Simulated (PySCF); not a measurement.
**FH$_{3}$Si, SMILES `F[SiH3]`: what the electrons do**

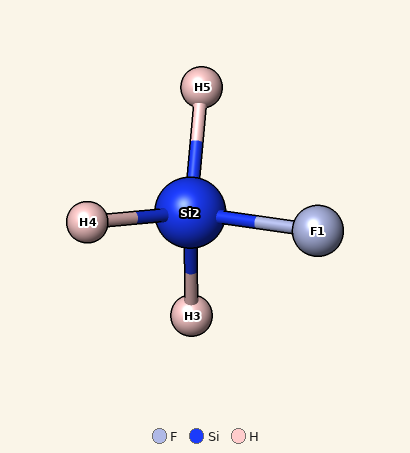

The molecule, with its atoms numbered as below. No frequency check shows the geometry to be a minimum.

Cartesian coordinates (Å):

```
F1       1.0938    0.0000    0.0000
Si2     -0.5122    0.0000    0.0000
H3      -0.8910   -1.3410   -0.4156
H4      -0.8913    0.3104    1.3689
H5      -0.8913    1.0302   -0.9535
```

Part 1: Bonding charge

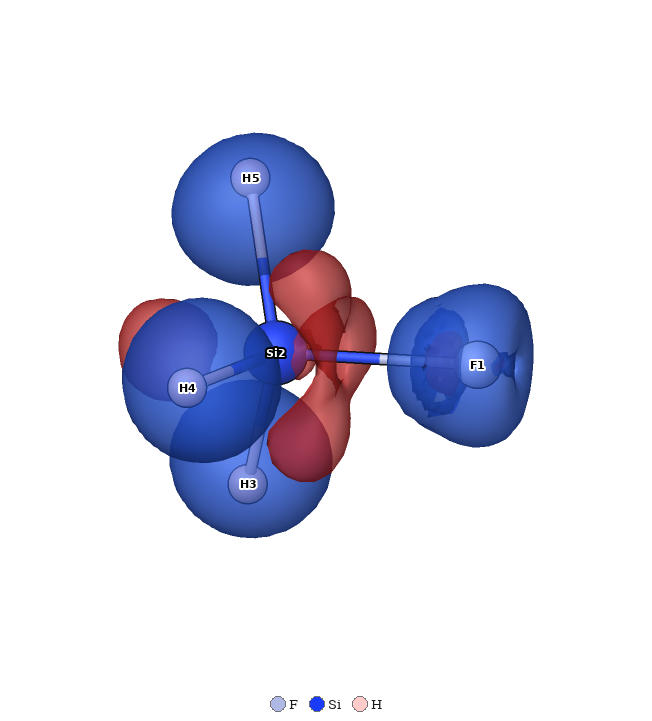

Deformation density (molecule less spherical, spin-averaged free atoms at the same positions), surfaces at ±0.09 e/Å³; blue: gain, red: loss.

Level of theory: LDA (SVWN)/cc-pVDZ (PySCF), at a geometry from GFN2-xTB.

Q: Describe the bonding that the map shows.

A: Si2–H4, Si2–H5 and Si2–H3: +0.17 e/Å³ at the bond critical point (bond length 1.45 Å, Mayer order 0.9). F1–Si2: −0.05 e/Å³ at the bond critical point (bond length 1.61 Å, Mayer order 1.2); up to 0.6 Å beside the axis the gain reaches +0.13 e/Å³. In all, 1.1 electrons gather in the regions of gain relative to the promolecule. A small or negative value marks a very polar bond, one between electron-rich atoms, whose free-atom densities already overlap strongly, a long bond to a heavier atom, or a closed-shell contact such as a hydrogen bond.

Q: Where do the Hirshfeld charges lie?

A: The highest Hirshfeld charge is on Si2 (+0.35 e), the lowest on F1 (−0.17 e).

| atom | charge (e) |
| --- | --- |
| F1 | −0.17 |
| Si2 | +0.35 |
| H3 | −0.06 |
| H4 | −0.06 |
| H5 | −0.06 |

Part 2: Local ionisation energy

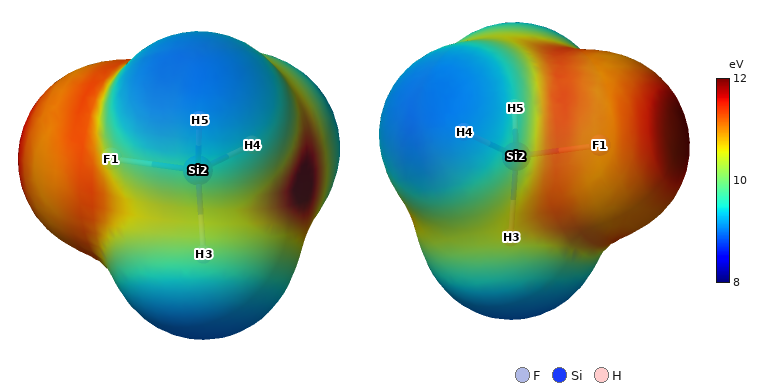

Average local ionisation energy on the surface of electron density 0.001 a.u. (back view left, front view right).

Q: Locate the minima of the map.

A: The lowest value is 9.0 eV, 1.5 Å from H4, and at like points elsewhere. For comparison, the highest occupied orbital lies at −8.1 eV.

Part 3: In an electric field

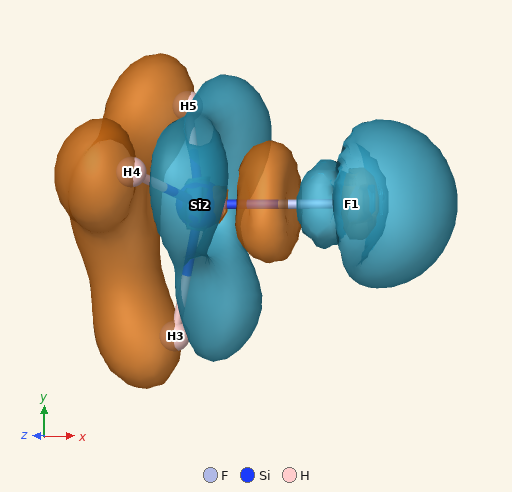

Change of the electron density in a uniform field of 0.21 V/Å, surfaces at ±0.0015 e/Å³ (light blue: gain, orange: loss).

Method: r2SCAN/6-311G**; geometry: GFN2-xTB; program: PySCF. A basis without diffuse functions makes polarisabilities too small.

The field was applied in both directions; the picture shows the one opposite to the script's first.

Q: Along which Cartesian direction does the field point?

A: Along −x: electrons gather on the +x side, against the field.

Q: What dipole is induced, and what polarisability does it imply?

A: The induced dipole is 0.19 D (along the field); α along this axis, from the fields in both directions, is 19 bohr³ (2.8 Å³).

Part 4: Removing or adding an electron

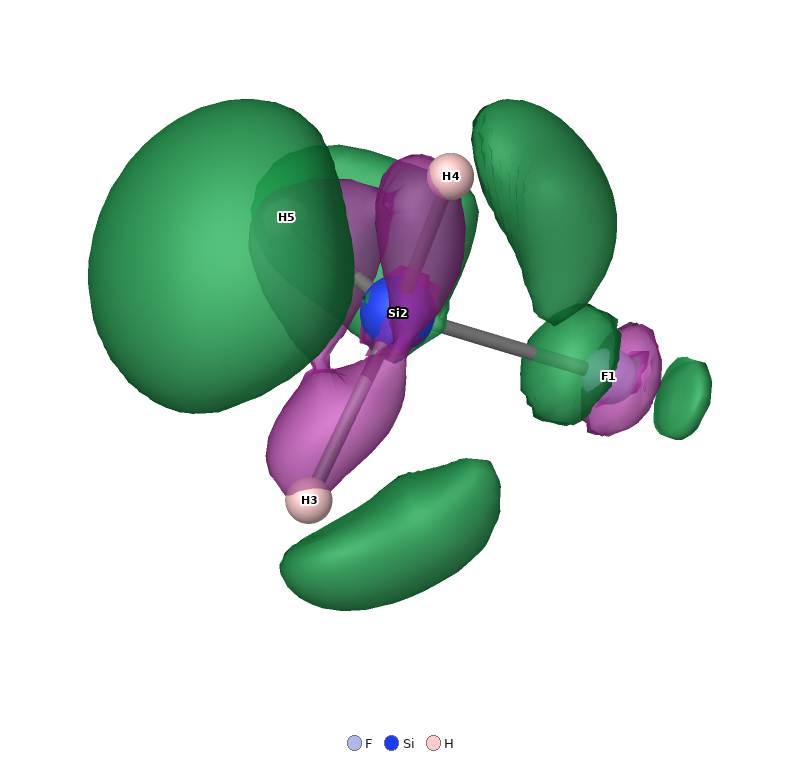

Fukui function f⁺ = ρ(N+1) − ρ(N) at fixed geometry, surfaces at ±0.03 e/Å³ (green positive, purple negative).

PySCF calculation, BLYP/def2-SVP, gas phase; geometry: GFN2-xTB.

Q: On which atoms does the density change most on addition of an electron?

A: f⁺ (Hirshfeld-condensed) is largest on Si2 (0.55); the vertical electron affinity is −2.55 eV (the stability of the anion's solution wasn't checked; negative, but this basis has no diffuse functions, so it doesn't show that the anion is unbound). Condensed values hint at sites of nucleophilic attack but needn't mark the atom that reacts. Orbital relaxation makes it negative in places (0.11 e in all).

Part 5: Stretching a bond

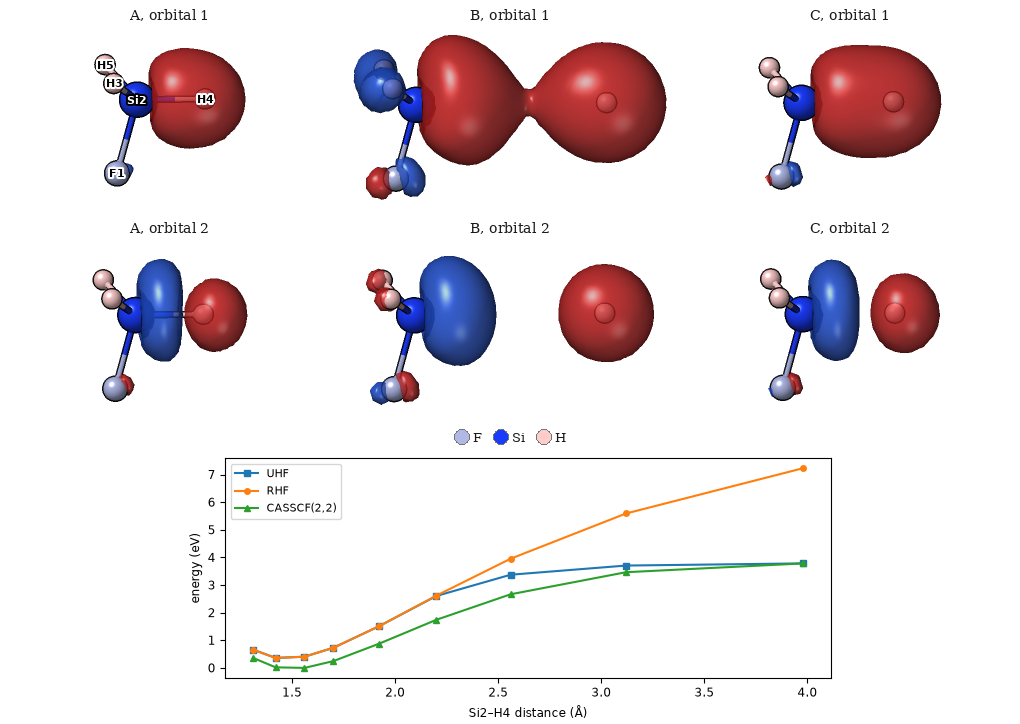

Rigid stretch of the Si2–H4 bond. The two CASSCF(2,2) natural orbitals nearest half filling (orbital 1 the more occupied). Below: energies along the scan, from the lowest point of the three curves.

Level of theory: 6-311G** basis (PySCF), at a geometry from GFN2-xTB.

Q: The columns are at 1.42, 1.92 and 3.98 Å, in some order. Assign them, and give the occupations.

A: A: 1.42 Å, occupations 1.98 and 0.02. B: 3.98 Å, occupations 1.19 and 0.81. C: 1.92 Å, occupations 1.94 and 0.06.

Q: Where does the UHF solution part from RHF?

A: Between 1.92 Å (⟨S²⟩ = 0, the two coincide) and 2.20 Å (⟨S²⟩ = 0.13); at 3.98 Å ⟨S²⟩ is 0.99 and UHF lies 3.4 eV below RHF.

Q: How much energy does the stretch cost?

A: By CASSCF, 3.8 eV from the lowest point of the scan (1.56 Å) to 3.98 Å; RHF gives 6.9 eV from its own lowest point. The fragments aren't relaxed and dynamic correlation is missing, so this isn't a bond dissociation energy.
